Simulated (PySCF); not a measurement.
# [PH2]− (phosphanide) at CCSDT(Q)/SBKJC (core potential)

What is the energy change on altering one bond length of [PH2]− (phosphanide) at CCSDT(Q)/SBKJC (core potential)? Input form: a Python script.

The calculation is run with PySCF 2.14.0.

14 further runs of the same task are left out: 1 that didn't finish, 13 set aside as unsound or not needed.

**1. Starting point**

[PH2]−: 3 atoms, total charge -1, spin state singlet. SMILES: `[PH2-]`. The coordinates come from a GFN2-xTB relaxation.

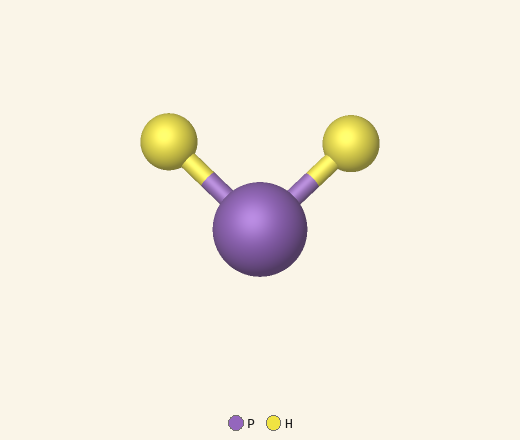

Viewed from a chosen angle; phosphorus purple, hydrogen yellow.

**2. A single-point energy at CCSDT(Q)/SBKJC (core potential)**

start.xyz

```xyz
3
H2P
P      0.498920    -0.293580     0.245050
H      0.105590     0.990220     0.165130
H     -0.604500    -0.696650    -0.410180
```

run.py

```python
from pyscf import gto, scf, cc

mol = gto.Mole()
mol.atom = 'start.xyz'
mol.charge = -1
mol.ecp = {'P': 'sbkjc'}
mol.spin = 0
mol.verbose = 4
mol.max_memory = 1860
mol.basis = 'sbkjc'
mol.build()

mf = scf.RHF(mol)
mf.conv_tol = 1e-10
mf.kernel()
if not mf.converged:
    mf = mf.newton().run(mf.mo_coeff, mf.mo_occ)

mycc = cc.CCSDT(mf)
mycc.kernel()
e_bracket, e_q = mycc.ccsdt_q()
energy = mycc.e_tot + e_q
print('E(%s) = %.9f' % ('CCSDT(Q)', energy))
```

The run is started by

```
OMP_NUM_THREADS=1 python run.py
```

Output:

```text
PySCF version 2.14.0

[INPUT] num. atoms = 3
[INPUT] num. electrons = 8
[INPUT] charge = -1
[INPUT] spin (= nelec alpha-beta = 2S) = 0
[INPUT] symmetry False subgroup None
[INPUT] Mole.unit = angstrom
[INPUT] Symbol           X                Y                Z      unit          X                Y                Z       unit  Magmom
[INPUT]  1 P      0.498920000000  -0.293580000000   0.245050000000 AA    0.942822158068  -0.554785795650   0.463077386825 Bohr   0.0
[INPUT]  2 H      0.105590000000   0.990220000000   0.165130000000 AA    0.199536181493   1.871244603067   0.312050474949 Bohr   0.0
[INPUT]  3 H     -0.604500000000  -0.696650000000  -0.410180000000 AA   -1.142339442300  -1.316477704678  -0.775127861774 Bohr   0.0

nuclear repulsion = 4.20994770610214
number of shells = 8
number of NR pGTOs = 22
number of NR cGTOs = 12
basis = sbkjc
ecp = {'P': 'sbkjc'}

******** <class 'pyscf.scf.hf.RHF'> ********
method = RHF
initial guess = minao
damping factor = 0
level_shift factor = 0
DIIS = <class 'pyscf.scf.diis.CDIIS'>
diis_start_cycle = 1
diis_space = 8
diis_damp = 0
SCF conv_tol = 1e-10
SCF conv_tol_grad = None
SCF max_cycles = 50
direct_scf = True
direct_scf_tol = 1e-13
Set gradient conv threshold to 1e-05
Initial guess from minao.
init E= -6.79896099235837
  HOMO = -0.0906014096899812  LUMO = 0.193103737766749  gap/eV = 7.72001
cycle= 1 E= -7.41677489493835  delta_E= -0.618  |g|= 0.164  |ddm|= 1.98
  HOMO = -0.0011776062041966  LUMO = 0.420044200047484  gap/eV = 11.46203
cycle= 2 E= -7.42835967259753  delta_E= -0.0116  |g|= 0.0286  |ddm|= 0.357
  HOMO = -0.0276582862174116  LUMO = 0.406553172778909  gap/eV = 11.81550
cycle= 3 E= -7.42878078214198  delta_E= -0.000421  |g|= 0.00453  |ddm|= 0.0574
  HOMO = -0.0258473017306247  LUMO = 0.407605064983443  gap/eV = 11.79484
cycle= 4 E= -7.42879752116963  delta_E= -1.67e-05  |g|= 0.000723  |ddm|= 0.015
  HOMO = -0.0258678791786163  LUMO = 0.407518225505166  gap/eV = 11.79304
cycle= 5 E= -7.42879804387156  delta_E= -5.23e-07  |g|= 0.000117  |ddm|= 0.00306
  HOMO = -0.0258621766109037  LUMO = 0.407520757283766  gap/eV = 11.79295
cycle= 6 E= -7.42879805866048  delta_E= -1.48e-08  |g|= 1.57e-05  |ddm|= 0.000519
  HOMO = -0.0258602856369619  LUMO = 0.407518341302945  gap/eV = 11.79283
cycle= 7 E= -7.42879805892355  delta_E= -2.63e-10  |g|= 1.58e-06  |ddm|= 7.04e-05
  HOMO = -0.0258604155673013  LUMO = 0.407518622332099  gap/eV = 11.79284
cycle= 8 E= -7.4287980589262  delta_E= -2.65e-12  |g|= 1.88e-07  |ddm|= 1.08e-05
  HOMO = -0.0258603642939556  LUMO = 0.407518559038357  gap/eV = 11.79284
Extra cycle  E= -7.42879805892622  delta_E= -2.66e-14  |g|= 5.65e-08  |ddm|= 5.63e-07
converged SCF energy = -7.42879805892622

******** <class 'pyscf.cc.rccsdt.RCCSDT'> ********
RCCSDT nocc = 4, nmo = 12
Allocating only the i<=j<=k part of the T3 amplitude in memory
max_cycle = 50
conv_tol = 1e-07
conv_tol_normt = 1e-06
diis with the T3 amplitude
diis_space = 6
diis_start_cycle = 0
diis_start_energy_diff = 1e+09
einsum_backend: numpy
_make_eris_incore_RCCSDT
blksize  4    blksize_oovv  4    blksize_oooo  4    blksize_vvvv  1

WARN: A large `blksize` is being used, which may cause large memory consumption
      for storing contraction intermediates. If memory is sufficient, consider using
      `pyscf.cc.rccsdt_highm.RCCSDT` instead.

WARN: A large `blksize_oovv` is being used, which may cause large memory consumption
      for storing contraction intermediates. If memory is sufficient, consider using
      `pyscf.cc.rccsdt_highm.RCCSDT` instead.

WARN: A large `blksize_oooo` is being used, which may cause large memory consumption
      for storing contraction intermediates. If memory is sufficient, consider using
      `pyscf.cc.rccsdt_highm.RCCSDT` instead.

Approximate memory usage estimate
    T3 memory                80.0 KB
    R3 memory                80.0 KB
    Symmetrized T3 memory    80.0 KB
    ERIs memory               162 KB
    T1-ERIs memory            162 KB
    Intermediates memory      162 KB
    Block workspace           512 KB
    T3 einsum buffer          512 KB
Init t2, MP2 energy = -7.477181137155  E_corr(MP2) -0.048383078229
Init E_corr(RCCSDT) = -0.0483830782286967
cycle =  1  E_corr(RCCSDT) = -0.058704572476  dE = -1.032149424714e-02  norm(d tamps) = 4.08326665e-02
cycle =  2  E_corr(RCCSDT) = -0.061890091831  dE = -3.185519354664e-03  norm(d tamps) = 1.53683132e-02
cycle =  3  E_corr(RCCSDT) = -0.063773954906  dE = -1.883863075582e-03  norm(d tamps) = 6.56626666e-03
cycle =  4  E_corr(RCCSDT) = -0.063762085851  dE =  1.186905550309e-05  norm(d tamps) = 8.61337218e-04
cycle =  5  E_corr(RCCSDT) = -0.063757749651  dE =  4.336199990559e-06  norm(d tamps) = 1.42956857e-04
cycle =  6  E_corr(RCCSDT) = -0.063758494806  dE = -7.451553301480e-07  norm(d tamps) = 3.76405304e-05
cycle =  7  E_corr(RCCSDT) = -0.063758618783  dE = -1.239775317685e-07  norm(d tamps) = 1.01064427e-05
cycle =  8  E_corr(RCCSDT) = -0.063758662668  dE = -4.388425030311e-08  norm(d tamps) = 1.92345627e-06
cycle =  9  E_corr(RCCSDT) = -0.063758653578  dE =  9.089891103709e-09  norm(d tamps) = 6.57950695e-07
RCCSDT converged
E(RCCSDT) = -7.492556712504034   E_corr = -0.06375865357781131
E_corr(same-spin) = -0.00536583736492782
E_corr(oppo-spin) = -0.0583928162128835
_make_eris_incore_RCCSDT
[Q] correction = -2.670860706676e-05    (Q) correction = -3.417281040028e-05
E(CCSDT(Q)) = -7.492590885
```

It took 0.91 s on 1 thread of Intel Xeon Platinum 8488C (Sapphire Rapids), shared host; peak memory 0.12 GiB.

**3. The distorted shape**

job.py

```python
from pyscf import gto, cc

mol = gto.M(
    atom='''
P      2.280726    -4.921601     0.734924
H      0.199536     1.871245     0.312050
H      0.195564    -5.683293    -0.503281
''',
    basis='sbkjc',
    unit='bohr',
    ecp={'P': 'sbkjc'},
    charge=-1,
    verbose=3,
    spin=0,
    max_memory=1860,
)

mf = mol.RHF()
mf.conv_tol = 1e-10
mf.kernel()
if not mf.converged:
    mf = mf.newton().run(mf.mo_coeff, mf.mo_occ)

mycc = cc.CCSDT(mf)
mycc.kernel()
e_bracket, e_q = mycc.ccsdt_q()
e_tot = mycc.e_tot + e_q
print('E(%s) = %.9f' % ('CCSDT(Q)', e_tot))
```

The run is started by

```
OMP_NUM_THREADS=1 python job.py
```

Output:

```text
converged SCF energy = -7.26101254510833
_make_eris_incore_RCCSDT

WARN: A large `blksize` is being used, which may cause large memory consumption
      for storing contraction intermediates. If memory is sufficient, consider using
      `pyscf.cc.rccsdt_highm.RCCSDT` instead.

WARN: A large `blksize_oovv` is being used, which may cause large memory consumption
      for storing contraction intermediates. If memory is sufficient, consider using
      `pyscf.cc.rccsdt_highm.RCCSDT` instead.

WARN: A large `blksize_oooo` is being used, which may cause large memory consumption
      for storing contraction intermediates. If memory is sufficient, consider using
      `pyscf.cc.rccsdt_highm.RCCSDT` instead.

RCCSDT converged
E(RCCSDT) = -7.397249768669595   E_corr = -0.1362372235612623
E_corr(same-spin) = -0.00695765109666318
E_corr(oppo-spin) = -0.129279572464599
_make_eris_incore_RCCSDT
E(CCSDT(Q)) = -7.397984112
```

It took 1 s on 1 thread of Intel Xeon Platinum 8488C (Sapphire Rapids), shared host; peak memory 0.12 GiB.

**4. Results**

At CCSDT(Q)/SBKJC (core potential):

```
                                                              quantity        value
                                             first shape: total energy  -7.49259 Eh
                      first shape: HOMO energy (Hartree–Fock orbitals)     -0.70 eV
                      first shape: LUMO energy (Hartree–Fock orbitals)     11.09 eV
    first shape: HOMO–LUMO gap (to an unbound level, set by the basis)     11.79 eV
                                       first shape: correlation energy    -63.8 mEh
                                            first shape: T1 diagnostic        0.006
                                         distorted shape: total energy  -7.39798 Eh
                  distorted shape: HOMO energy (Hartree–Fock orbitals)     -1.08 eV
                  distorted shape: LUMO energy (Hartree–Fock orbitals)      4.23 eV
distorted shape: HOMO–LUMO gap (to an unbound level, set by the basis)      5.30 eV
                                   distorted shape: correlation energy   -137.0 mEh
                                        distorted shape: T1 diagnostic        0.159
     energy change with the P1–H2 bond stretched from 1.345 to 3.766 Å     2.574 eV
```

In words: With the P1–H2 bond stretched from 1.345 to 3.766 Å the energy rises by 2.57 eV (248 kJ/mol). The first shape isn't relaxed at this level, so the change isn't measured from a minimum. The T1 diagnostic (distorted shape) of 0.159 is above the customary mark for such species, so a single reference may not serve.
